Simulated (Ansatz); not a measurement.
**Nb (Im-3m): the Drude term of Re ε in the infrared**

Re ε of Nb (Im-3m) at low photon energies is read from one computed spectrum; the carriers' damping was typed as γ = 0.1 eV.

It takes space group Im-3m (No. 229, cubic). Conventional cell: a = 3.328 Å, b = 3.328 Å, c = 3.328 Å, α = 90.00°, β = 90.00°, γ = 90.00°. Nb on site a has 8 Nb at 2.88 Å as nearest neighbours.

Method: Ansatz 0.2.0, PBE, independent particles, k-mesh 14×14×14 with interpolation inside its cells, Gaussian parameter 0.1 eV.

Launch of the response step: `ansatz run input.yaml --threads 4 --pin off --max-ram 8192MiB --backend cpu --events-out ev --progress --plain --runs-dir out`. The run took 5 s, on 4 threads of Arm Neoverse V1, on a shared host.

```
photon energy E (eV)  wavelength (µm)     Re ε
                0.25             4.96  -1074.9
                0.30             4.13   -771.8
                0.35             3.54        ?
                0.40             3.10   -442.2
                0.50             2.48   -279.4
                0.60             2.07   -187.8
                0.70             1.77   -131.2
```

A Drude term over a constant background gives Re ε = ε_b − ωp²/(E² + γ²), linear in 1/(E² + γ²).

Working, on the rows shown:

| x = 1/(E² + γ²) (eV⁻²) | y = Re ε |
| --- | --- |
| 13.7931 | -1074.9 |
| 10 | -771.8 |
| 5.88235 | -442.2 |
| 3.84615 | -279.4 |
| 2.7027 | -187.8 |
| 2 | -131.2 |

Means: x̄ = 6.3707, ȳ = -481.22. Σ(x − x̄)(y − ȳ) = -8596, Σ(x − x̄)² = 107.4. Slope = -8596 / 107.4 = -80.01; intercept = ȳ − slope · x̄ = 28.509. The line misses the rows shown by at most 0.31.

Problem. Fill in the last column of the withheld row.

Solution. At x = 7.5472 the line gives y = -575.35. The run gave -575.4, so the interpolation is off by 0.055, 0.0 % of the range in the table.

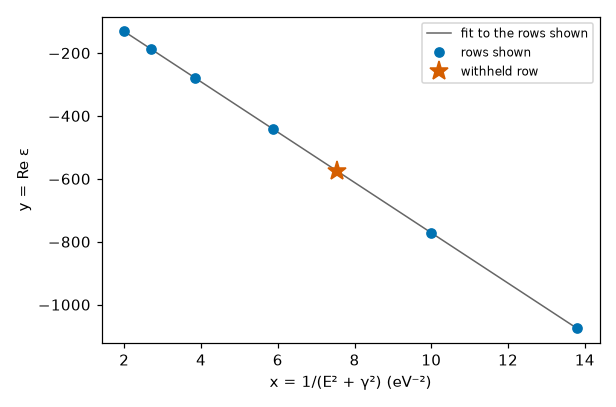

Refitted with all rows, the slope is -80.01 and the intercept 28.505. These give ωp = √(−slope) = 8.94 eV, against 8.89 eV from the program's Fermi-surface sum, and an intercept of 28.5. Taking the program's Drude term off the rows leaves 15 at the lowest energy and 27 at the highest, so the background isn't constant: interband transitions lie in or near the window, and neither fitted number can be trusted. The cell comes from an older database entry, whose edges can be off by a per cent or so. The values come from a sum over the points of one k-mesh and carry its error, which is largest for Fermi-surface quantities. Spin-orbit coupling is left out.

[Logs are printed without paths, hosts, clocks, repeated set-up lines and the standing remarks that a program may print on its own settings, such as how far it seeks lower states.]
